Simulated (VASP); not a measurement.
# KZnF3 with optPBE-vdW: from relaxation to properties, part 4 of 5

Aim: relax KZnF3, then compute properties on the relaxed cell. The start is a cell from a database of measured crystal structures.

VASP 6.6.1, plane waves and PAW; the level of theory is named at each step.

So far, gap on the k-mesh (eV): step 2 (full relaxation (optPBE-vdW)) 3.99; step 3 (second relaxation) 3.98; step 6 (density of states (optPBE-vdW)) 3.89.

## 7. Bands along the symmetry lines (TB-mBJ)

This step: TB-mBJ; plane waves and PAW (Zn, K_sv, F) (VASP 6.6.1).

The mesh alone shows little of the dispersion and can miss band extrema, so KPOINTS_OPT adds a path through the symmetry points after the self-consistent cycle. TB-mBJ is a local potential fitted to gaps: it costs far less than a hybrid but gives no energy.

Input file INCAR:

```
SYSTEM = KZnF3
PREC = Accurate
ENCUT = 520
EDIFF = 1E-06
NELM = 150
ISMEAR = -1
SIGMA = 0.05
LREAL = .FALSE.
ALGO = Normal
METAGGA = MBJ
LASPH = .TRUE.
NBANDS = 36
LORBIT = 11
LWAVE = .FALSE.
LCHARG = .FALSE.
KPAR = 2
```

Input file POSCAR:

```
KZnF3
1.0
    4.1227077738      0.0000000000      0.0000000000
    0.0000000000      4.1227077738      0.0000000000
    0.0000000000      0.0000000000      4.1227077738
Zn K F
1 1 3
Direct
    0.5000000000      0.5000000000      0.5000000000
    0.0000000000      0.0000000000      0.0000000000
    0.5000000000      0.0000000000      0.5000000000
    0.0000000000      0.5000000000      0.5000000000
    0.5000000000      0.5000000000      0.0000000000
```

Input file KPOINTS:

```
Automatic mesh
0
Gamma
5 5 5
0 0 0
```

Input file KPOINTS_OPT:

```
Line mode
16
Line-mode
Reciprocal
  0.00000000   0.00000000   0.00000000 GAMMA
  0.00000000   0.50000000   0.00000000 X

  0.00000000   0.50000000   0.00000000 X
  0.50000000   0.50000000   0.00000000 M

  0.50000000   0.50000000   0.00000000 M
  0.00000000   0.00000000   0.00000000 GAMMA

  0.00000000   0.00000000   0.00000000 GAMMA
  0.50000000   0.50000000   0.50000000 R

  0.50000000   0.50000000   0.50000000 R
  0.00000000   0.50000000   0.00000000 X

  0.50000000   0.50000000   0.00000000 M
  0.50000000   0.50000000   0.50000000 R
```

The projector-augmented-wave data sets are Zn, K_sv and F (PBE family, release 64).

On the command line:

```sh
$ mpirun -np 2 vasp_std
```

The log of the run:

```text
[banner, memory and clock lines left out]
running    2 mpi-ranks, on    1 nodes
 distrk:  each k-point on    1 cores,    2 groups
 distr:  one band on    1 cores,    1 groups

 POSCAR found type information on POSCAR ZnK F
 POSCAR found :  3 types and       5 ions
 [... a notice as in an earlier step ...]

 LDA part: xc-table for (None), standard interpolation
 POSCAR, INCAR and KPOINTS ok, starting setup
 FFT: planning ... GRIDC
 FFT: planning ... GRID_SOFT
 FFT: planning ... GRID
 WAVECAR not read
 entering main loop
       N       E                     dE             d eps       ncg     rms          rms(c)
DAV:   1     0.600704983944E+03    0.60070E+03   -0.20701E+04   724   0.137E+03
DAV:   2     0.214369176550E+03   -0.38634E+03   -0.35464E+03   744   0.370E+02
DAV:   3     0.173499172122E+03   -0.40870E+02   -0.40145E+02   852   0.120E+02
DAV:   4     0.172315260164E+03   -0.11839E+01   -0.11769E+01  1036   0.189E+01
DAV:   5     0.172306049069E+03   -0.92111E-02   -0.92062E-02   844   0.158E+00    0.101E+01
DAV:   6     0.169322808369E+03   -0.29832E+01   -0.43975E+01   976   0.741E+01    0.145E+01
DAV:   7     0.171617211914E+03    0.22944E+01   -0.51865E+00   856   0.221E+01    0.793E+00
DAV:   8     0.173403695903E+03    0.17865E+01   -0.11183E+00   920   0.113E+01    0.495E+00
DAV:   9     0.175296627240E+03    0.18929E+01   -0.43158E-01   816   0.936E+00    0.385E+00
DAV:  10     0.177367498487E+03    0.20709E+01   -0.38778E-01   764   0.451E+00    0.311E+00
DAV:  11     0.179098598351E+03    0.17311E+01   -0.23344E-01   788   0.333E+00    0.122E+00
DAV:  12     0.179456167046E+03    0.35757E+00   -0.62363E-02   956   0.328E+00    0.107E+00
DAV:  13     0.180051323694E+03    0.59516E+00   -0.14712E-02  1032   0.138E+00    0.407E-01
DAV:  14     0.179958211448E+03   -0.93112E-01   -0.14117E-02   840   0.145E+00    0.369E-01
DAV:  15     0.180102223135E+03    0.14401E+00   -0.33358E-03   728   0.403E-01    0.159E-01
DAV:  16     0.180122400956E+03    0.20178E-01   -0.43456E-04   924   0.352E-01    0.565E-02
DAV:  17     0.180190125806E+03    0.67725E-01   -0.18079E-04   808   0.881E-02    0.183E-02
DAV:  18     0.180172379770E+03   -0.17746E-01   -0.11814E-04   736   0.673E-02    0.264E-02
DAV:  19     0.180223803465E+03    0.51424E-01   -0.26844E-04   728   0.102E-01    0.214E-02
DAV:  20     0.180217445149E+03   -0.63583E-02   -0.13280E-04   736   0.676E-02    0.106E-02
DAV:  21     0.180217885940E+03    0.44079E-03   -0.31867E-05   720   0.550E-02    0.974E-03
DAV:  22     0.180215762348E+03   -0.21236E-02   -0.42211E-06   752   0.287E-02    0.966E-03
DAV:  23     0.180219380238E+03    0.36179E-02   -0.10415E-06   592   0.792E-03    0.399E-03
DAV:  24     0.180220284963E+03    0.90473E-03   -0.54512E-07   556   0.567E-03    0.461E-03
DAV:  25     0.180224233848E+03    0.39489E-02   -0.39929E-07   544   0.491E-03    0.116E-03
DAV:  26     0.180224285808E+03    0.51959E-04   -0.51653E-07   360   0.601E-03    0.228E-03
DAV:  27     0.180224889372E+03    0.60356E-03   -0.99718E-08   360   0.247E-03    0.143E-03
DAV:  28     0.180224533656E+03   -0.35572E-03   -0.13550E-08   360   0.169E-03    0.192E-03
DAV:  29     0.180225381585E+03    0.84793E-03   -0.38697E-08   360   0.209E-03    0.989E-04
DAV:  30     0.180225823563E+03    0.44198E-03   -0.35684E-08   360   0.133E-03    0.748E-04
[...]
DAV:  43     0.180228112487E+03    0.31635E-05   -0.13666E-10   360   0.731E-05    0.439E-05
DAV:  44     0.180228116211E+03    0.37249E-05   -0.42089E-11   360   0.413E-05    0.376E-05
DAV:  45     0.180228122402E+03    0.61906E-05   -0.44468E-12   360   0.254E-05    0.351E-05
DAV:  46     0.180228091128E+03   -0.31274E-04   -0.69168E-11   360   0.782E-05    0.222E-05
DAV:  47     0.180228092452E+03    0.13245E-05   -0.44958E-11   360   0.384E-05    0.172E-05
DAV:  48     0.180228089976E+03   -0.24762E-05   -0.12868E-11   360   0.192E-05    0.149E-05
DAV:  49     0.180228095211E+03    0.52353E-05    0.73211E-14   360   0.139E-05    0.115E-05
DAV:  50     0.180228086983E+03   -0.82282E-05   -0.48590E-12   360   0.166E-05    0.664E-06
DAV:  51     0.180228076629E+03   -0.10354E-04   -0.45967E-12   360   0.225E-05    0.550E-06
DAV:  52     0.180228068228E+03   -0.84006E-05   -0.66853E-12   360   0.186E-05    0.394E-06
DAV:  53     0.180228061515E+03   -0.67132E-05    0.42184E-12   360   0.126E-05    0.440E-06
DAV:  54     0.180228061170E+03   -0.34476E-06    0.23901E-12   360   0.120E-05
   1 F= 0.18022806E+03 E0= 0.18022806E+03  d E =-.512034E-10
 Start KPOINTS_OPT (optional k-point list driver)
k-point batch [1-10\96]
       N       E                     dE             ncg
DAV:   1     0.174070116129E+04   -0.78680E+03      720
DAV:   2    -0.251099483153E+04   -0.42517E+04      748
DAV:   3    -0.293565556094E+04   -0.42466E+03      880
DAV:   4    -0.294758134228E+04   -0.11926E+02     1008
DAV:   5    -0.294776211573E+04   -0.18077E+00      884
DAV:   6    -0.294776912007E+04   -0.70043E-02     1008
DAV:   7    -0.294776918804E+04   -0.67972E-04      904
DAV:   8    -0.294776918850E+04   -0.45992E-06      708
[...]
k-point batch [91-96\96]
       N       E                     dE             ncg
DAV:   1     0.665525417650E+04   -0.84040E+04      432
DAV:   2     0.409481182062E+04   -0.25604E+04      480
DAV:   3     0.384317713638E+04   -0.25163E+03      488
DAV:   4     0.383619899640E+04   -0.69781E+01      648
DAV:   5     0.383608621420E+04   -0.11278E+00      524
DAV:   6     0.383608227447E+04   -0.39397E-02      572
DAV:   7     0.383608225513E+04   -0.19344E-04      532
DAV:   8     0.383608225466E+04   -0.46475E-06      444
```

Wall time 5.5 min (2 MPI ranks of AMD EPYC 7R43, shared host); peak memory 0.35 GiB.

OUTCAR, selected parts (step 7):

```text
   NELECT =      42.0000    total number of electrons

 E-fermi :   2.2010

 k-point     1 :       0.0000    0.0000    0.0000
  band No.  band energies     occupation
    ...
     17      -0.9942      2.00000
     18      -0.9942      2.00000
     19      -0.9817      2.00000
     20      -0.9817      2.00000
     21      -0.9817      2.00000
     22       7.9491      0.00000
     23      11.7228      0.00000
     24      11.7228      0.00000
     25      12.7844      0.00000
     26      12.7844      0.00000
    ...

  Total     -212.7630403   -212.7630403   -212.7630403      0.0000000      0.0000000     -0.0000000
  in kB    -4864.7341699  -4864.7341699  -4864.7341699      0.0000000      0.0000000     -0.0000000
  external PRESSURE =   -4864.7341699 kB  Pullay stress =       0.0000000 kB

  FREE ENERGIE OF THE ION-ELECTRON SYSTEM (eV)
  ---------------------------------------------------
  free  energy   TOTEN  =       180.2280611704 eV

  energy  without entropy=      180.2280611704  energy(sigma->0) =      180.22806117

[... 9 parts as in an earlier step ...]

[... 9 further parts left out ...]
```

This functional is a potential without an energy, so its energies, forces and stress mean nothing and are not read.

Numbers from this step:

```yaml
scf_cycles: 54
irreducible_k_points: 10
fermi_energy: 2.201 eV
least_gap_on_mesh_and_path: 6.764 eV
least_direct_gap_on_mesh_and_path: 8.776 eV
valence_top_at_k: 0.5, 0.5, 0.4667
least_direct_gap_at_k: 0, 0.1333, 0
```

Electronic bands along the path, in eV, zero at the valence-band top; v1 is the highest filled band, c1 the lowest empty one:

| point | v4 | v3 | v2 | v1 | c1 | c2 | c3 | c4 |
| --- | --- | --- | --- | --- | --- | --- | --- | --- |
| Γ | -2.18 | -2.17 | -2.17 | -2.17 | 6.76 | 10.54 | 10.54 | 11.60 |
| X | -2.16 | -1.56 | -1.56 | -0.99 | 9.06 | 10.63 | 11.07 | 11.73 |
| M | -1.58 | -1.58 | -1.51 | 0.00 | 10.01 | 11.46 | 11.83 | 11.83 |
| Γ | -2.18 | -2.17 | -2.17 | -2.17 | 6.76 | 10.54 | 10.54 | 11.60 |
| R | -1.48 | -1.48 | 0.00 | 0.00 | 10.29 | 10.29 | 10.29 | 12.40 |
| X | -2.16 | -1.56 | -1.56 | -0.99 | 9.06 | 10.63 | 11.07 | 11.73 |
| jump to M | -1.58 | -1.58 | -1.51 | 0.00 | 10.01 | 11.46 | 11.83 | 11.83 |
| R | -1.48 | -1.48 | 0.00 | 0.00 | 10.29 | 10.29 | 10.29 | 12.40 |

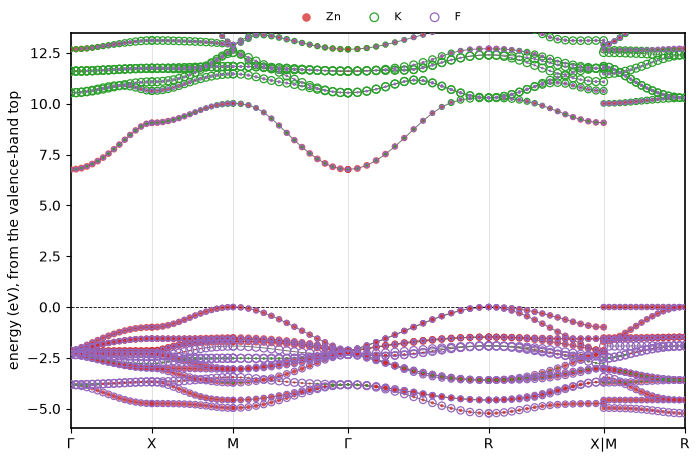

Electronic bands along the path; dots are coloured as in the legend, and their area grows with the weight.

The gap moves by +2.98 eV against optPBE-vdW.

## 8. Band structure (r2SCAN)

This step: r2SCAN; plane waves and PAW (Zn, K_sv, F) (VASP 6.6.1).

Levels along the symmetry lines show where the bands peak and cross; KPOINTS_OPT computes them in the converged potential. r2SCAN adds the kinetic-energy density, costs more than a GGA and is run with LASPH.

INCAR, as its differences from that of step 7:

```diff
@@ -4,3 +4,3 @@
 EDIFF = 1E-06
-NELM = 150
+NELM = 100
 ISMEAR = -1
@@ -9,3 +9,3 @@
 ALGO = Normal
-METAGGA = MBJ
+METAGGA = R2SCAN
 LASPH = .TRUE.
```

POSCAR is that of step 7.

KPOINTS is that of step 7.

KPOINTS_OPT is that of step 7.

On the command line:

```sh
$ mpirun -np 2 vasp_std
```

The log of the run:

```text
[... set-up lines as in an earlier step ...]
 entering main loop
       N       E                     dE             d eps       ncg     rms          rms(c)
DAV:   1     0.393046258038E+03    0.39305E+03   -0.21363E+04   728   0.141E+03
DAV:   2    -0.882429018517E+01   -0.40187E+03   -0.36896E+03   732   0.388E+02
DAV:   3    -0.498763446962E+02   -0.41052E+02   -0.40423E+02   844   0.123E+02
DAV:   4    -0.510159509859E+02   -0.11396E+01   -0.11344E+01  1016   0.191E+01
DAV:   5    -0.510293085718E+02   -0.13358E-01   -0.13344E-01   904   0.182E+00    0.101E+01
DAV:   6    -0.382514645347E+02    0.12778E+02   -0.27742E+00   896   0.294E+01    0.686E+00
DAV:   7    -0.382995422501E+02   -0.48078E-01   -0.23267E+00   820   0.886E+00    0.381E+00
DAV:   8    -0.383199952566E+02   -0.20453E-01   -0.33613E-01   928   0.814E+00    0.146E+00
DAV:   9    -0.383093230347E+02    0.10672E-01   -0.59104E-02   960   0.454E+00    0.175E-01
DAV:  10    -0.383119417007E+02   -0.26187E-02   -0.17797E-02   952   0.169E+00    0.215E-01
DAV:  11    -0.383118554474E+02    0.86253E-04   -0.31499E-03   884   0.558E-01    0.959E-02
DAV:  12    -0.383120334827E+02   -0.17804E-03   -0.33678E-04   780   0.154E-01    0.372E-02
DAV:  13    -0.383120250569E+02    0.84258E-05   -0.67237E-05   972   0.258E-01    0.985E-03
DAV:  14    -0.383120211957E+02    0.38612E-05   -0.39524E-05   812   0.352E-02    0.998E-03
DAV:  15    -0.383120175491E+02    0.36466E-05   -0.40261E-07   464   0.495E-03    0.748E-03
DAV:  16    -0.383120075457E+02    0.10003E-04   -0.24299E-06   644   0.156E-02    0.148E-03
DAV:  17    -0.383120073866E+02    0.15911E-06   -0.43900E-07   384   0.571E-03
   1 F= -.38312007E+02 E0= -.38312007E+02  d E =-.747406E-10
 Start KPOINTS_OPT (optional k-point list driver)
k-point batch [1-10\96]
       N       E                     dE             ncg
DAV:   1     0.474314907538E+03   -0.20532E+04      720
DAV:   2    -0.359195331214E+04   -0.40663E+04      744
DAV:   3    -0.402146045658E+04   -0.42951E+03      876
DAV:   4    -0.403286908422E+04   -0.11409E+02      920
DAV:   5    -0.403307820150E+04   -0.20912E+00      928
DAV:   6    -0.403308791528E+04   -0.97138E-02     1036
DAV:   7    -0.403308797714E+04   -0.61861E-04      924
DAV:   8    -0.403308797780E+04   -0.65681E-06      724
[...]
k-point batch [91-96\96]
       N       E                     dE             ncg
DAV:   1     0.589886559900E+04   -0.91604E+04      432
DAV:   2     0.345227968517E+04   -0.24466E+04      448
DAV:   3     0.319116143766E+04   -0.26112E+03      500
DAV:   4     0.318412965781E+04   -0.70318E+01      568
DAV:   5     0.318399158799E+04   -0.13807E+00      496
DAV:   6     0.318398363777E+04   -0.79502E-02      596
DAV:   7     0.318398358654E+04   -0.51222E-04      492
DAV:   8     0.318398358435E+04   -0.21936E-05      404
DAV:   9     0.318398358419E+04   -0.16365E-06      276
```

Elapsed: 7.6 min, on 2 MPI ranks; peak memory 0.35 GiB.

From OUTCAR (step 8):

```text
   NELECT =      42.0000    total number of electrons

 E-fermi :  -0.8185

 k-point     1 :       0.0000    0.0000    0.0000
  band No.  band energies     occupation
    ...
     17      -3.6387      2.00000
     18      -3.6387      2.00000
     19      -3.4462      2.00000
     20      -3.4462      2.00000
     21      -3.4462      2.00000
     22       2.6585      0.00000
     23       7.7434      0.00000
     24       7.7434      0.00000
     25       8.3460      0.00000
     26      10.1541      0.00000
    ...

  Total       -1.7845500     -1.7845500     -1.7845500      0.0000000      0.0000000     -0.0000000
  in kB      -40.8029588    -40.8029588    -40.8029588      0.0000000      0.0000000     -0.0000000
  external PRESSURE =     -40.8029588 kB  Pullay stress =       0.0000000 kB

  FREE ENERGIE OF THE ION-ELECTRON SYSTEM (eV)
  ---------------------------------------------------
  free  energy   TOTEN  =       -38.3120073866 eV

  energy  without entropy=      -38.3120073865  energy(sigma->0) =      -38.31200739

[... 9 parts as in an earlier step ...]

[... 9 further parts left out ...]
```

At this level the cell is under a tension of 4.1 GPa, so at these settings it is away from equilibrium.

This step gave:

```
SCF cycles                        : 17
free energy (TOTEN)               : -38.31 eV
Fermi energy                      : -0.8185 eV
pressure                          : -4.080 GPa
least gap on mesh and path        : 4.440 eV
least direct gap on mesh and path : 6.105 eV
valence top at k                  : 0.5, 0.5, 0.5
least direct gap at k             : 0, 0, 0
```

The electronic bands at the labelled points (eV, zero at the valence-band top; v1 is the highest filled band, c1 the lowest empty one):

| point | v4 | v3 | v2 | v1 | c1 | c2 | c3 | c4 |
| --- | --- | --- | --- | --- | --- | --- | --- | --- |
| Γ | -1.86 | -1.67 | -1.67 | -1.67 | 4.44 | 9.52 | 9.52 | 10.13 |
| X | -1.81 | -1.57 | -1.57 | -1.48 | 7.08 | 8.98 | 10.44 | 11.91 |
| M | -1.65 | -1.65 | -1.34 | 0.00 | 8.60 | 10.82 | 10.82 | 10.86 |
| Γ | -1.86 | -1.67 | -1.67 | -1.67 | 4.44 | 9.52 | 9.52 | 10.13 |
| R | -1.32 | -1.32 | 0.00 | 0.00 | 9.27 | 9.27 | 9.27 | 10.72 |
| X | -1.81 | -1.57 | -1.57 | -1.48 | 7.08 | 8.98 | 10.44 | 11.91 |
| jump to M | -1.65 | -1.65 | -1.34 | 0.00 | 8.60 | 10.82 | 10.82 | 10.86 |
| R | -1.32 | -1.32 | 0.00 | 0.00 | 9.27 | 9.27 | 9.27 | 10.72 |

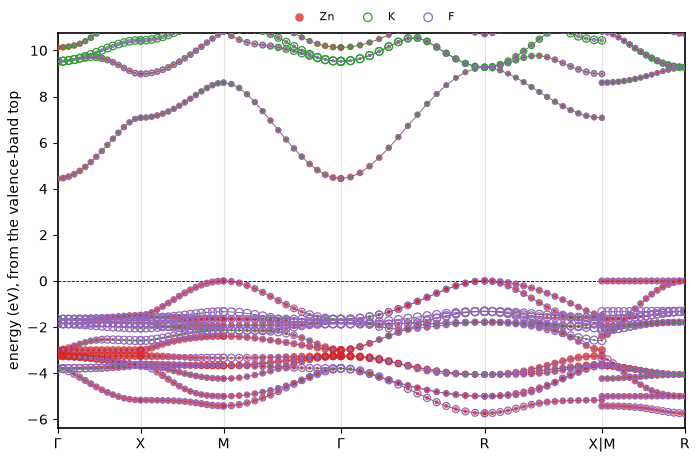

Electronic bands along the path; dots are coloured as in the legend, and their area grows with the weight.

The gap moves by +0.65 eV against optPBE-vdW.

## 9. Starting orbitals for the hybrid

This step: PBE; plane waves and PAW (Zn, K_sv, F) (VASP 6.6.1).

A hybrid converges badly from random orbitals, so a cheap semilocal run writes a WAVECAR on the same mesh first.

Input file INCAR:

```
SYSTEM = KZnF3
PREC = Accurate
ENCUT = 520
EDIFF = 1E-05
NELM = 100
ISMEAR = -1
SIGMA = 0.05
LREAL = .FALSE.
ALGO = Normal
GGA = PE
NBANDS = 27
LORBIT = 11
LWAVE = .TRUE.
LCHARG = .FALSE.
KPAR = 2
```

POSCAR is that of step 8.

Input file KPOINTS:

```
Automatic mesh
0
Gamma
4 4 4
0 0 0
```

On the command line:

```sh
$ mpirun -np 2 vasp_std
```

The log of the run:

```text
[banner, memory and clock lines left out]
running    2 mpi-ranks, on    1 nodes
 distrk:  each k-point on    1 cores,    2 groups
 distr:  one band on    1 cores,    1 groups

 POSCAR found type information on POSCAR ZnK F
 POSCAR found :  3 types and       5 ions
 LDA part: xc-table for (Slater+PW92), standard interpolation
 POSCAR, INCAR and KPOINTS ok, starting setup
 FFT: planning ... GRIDC
 FFT: planning ... GRID_SOFT
 FFT: planning ... GRID
 WAVECAR not read
 entering main loop
       N       E                     dE             d eps       ncg     rms          rms(c)
DAV:   1     0.437060390130E+03    0.43706E+03   -0.22169E+04   540   0.181E+03
DAV:   2     0.152980537607E+02   -0.42176E+03   -0.40545E+03   613   0.461E+02
DAV:   3    -0.217187682667E+02   -0.37017E+02   -0.36806E+02   611   0.146E+02
DAV:   4    -0.226484714114E+02   -0.92970E+00   -0.92728E+00   864   0.216E+01
DAV:   5    -0.226576670344E+02   -0.91956E-02   -0.91877E-02   687   0.167E+00    0.108E+01
DAV:   6    -0.202916122396E+02    0.23661E+01   -0.74927E+00   748   0.374E+01    0.638E+00
DAV:   7    -0.203574817316E+02   -0.65869E-01   -0.15536E+00   585   0.783E+00    0.422E+00
DAV:   8    -0.203747547126E+02   -0.17273E-01   -0.60403E-01   699   0.148E+01    0.173E+00
DAV:   9    -0.203319089356E+02    0.42846E-01   -0.10720E-01   786   0.903E+00    0.631E-01
DAV:  10    -0.203283942720E+02    0.35147E-02   -0.76810E-02   775   0.603E+00    0.266E-01
DAV:  11    -0.203284114215E+02   -0.17150E-04   -0.12506E-02   700   0.123E+00    0.909E-02
DAV:  12    -0.203285445776E+02   -0.13316E-03   -0.43721E-04   626   0.221E-01    0.101E-01
DAV:  13    -0.203284114933E+02    0.13308E-03   -0.10736E-03   748   0.105E+00    0.283E-02
DAV:  14    -0.203284163203E+02   -0.48270E-05   -0.16593E-04   730   0.235E-01    0.300E-03
DAV:  15    -0.203284166631E+02   -0.34276E-06   -0.83551E-06   359   0.396E-02
   1 F= -.20328417E+02 E0= -.20328417E+02  d E =-.781529E-11
 writing wavefunctions
```

Elapsed: 40 s, on 2 MPI ranks; peak memory 0.29 GiB.

[end of part 4 of 5]

[Lines on the potential files, build, host, timing and source positions are cut from VASP's logs without a mark.]

[Logs are printed without paths, hosts, clocks, repeated set-up lines and the standing remarks that a program may print on its own settings, such as how far it seeks lower states.]

[Hosts, paths, dates, database ids (printed as entryN), source tags and the programs' standing remarks are cut or masked in the printed files.]

[A measured line is paired with the nearest computed mode of its activity, which favours agreement.]
